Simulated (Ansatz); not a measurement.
The calculation's input:

```
crystal:
  periodic: [false, false, false]
  atoms:
    - {symbol: C, position_ang: [-0.715984, 0.691392, 0.001899]}
    - {symbol: C, position_ang: [-0.427908, 0.013394, 1.175947]}
    - {symbol: C, position_ang: [-0.345966, -1.378628, 0.852966]}
    - {symbol: C, position_ang: [-0.586615, -1.499875, -0.506572]}
    - {symbol: "N", position_ang: [-0.820502, -0.232761, -1.034070]}
    - {symbol: Si, position_ang: [-1.008765, 0.157259, -2.762878]}
    - {symbol: H, position_ang: [0.318380, 0.408691, -3.421247]}
    - {symbol: H, position_ang: [-1.855037, 1.391733, -2.850609]}
    - {symbol: H, position_ang: [-1.677911, -1.017666, -3.410351]}
    - {symbol: H, position_ang: [-0.867824, 1.761145, -0.183951]}
    - {symbol: H, position_ang: [-0.303618, 0.468607, 2.165279]}
    - {symbol: H, position_ang: [-0.146384, -2.204892, 1.544987]}
    - {symbol: H, position_ang: [-0.623066, -2.388835, -1.147133]}
basis:
  gaussian:
    orbitals: def2-SVPD
hamiltonian:
  xc: {name: PBE0}
output: {forces: true, orbitals: {seedname: orbitals}}
```

Command:

```sh
ansatz run input.yaml --threads 2 --pin off --max-ram 5220MiB --events-out events.jsonl --progress --plain --runs-dir runs
```

Geometry: PBE-D3(BJ)/def2-SVP.

Computed with isolated molecule in a Gaussian basis; Kohn-Sham density functional theory, functional PBE0 in Ansatz.

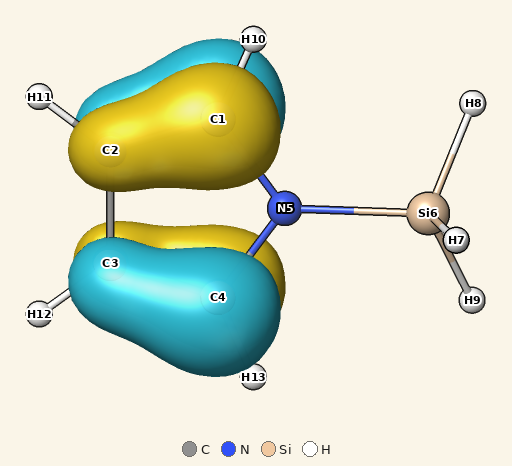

C4H7NSi (SMILES [SiH3]n1cccc1). The HOMO at ±0.15 Å⁻³ᐟ² (yellow and cyan are the two phases), seen at a tilt.

**What is the character of this orbital?**

Its weight (Hirshfeld) is mainly on C1 (about 30 %), C4 (about 30 %), C2 (about 15 %) and C3 (about 15 %). Its energy is −6.24 eV.
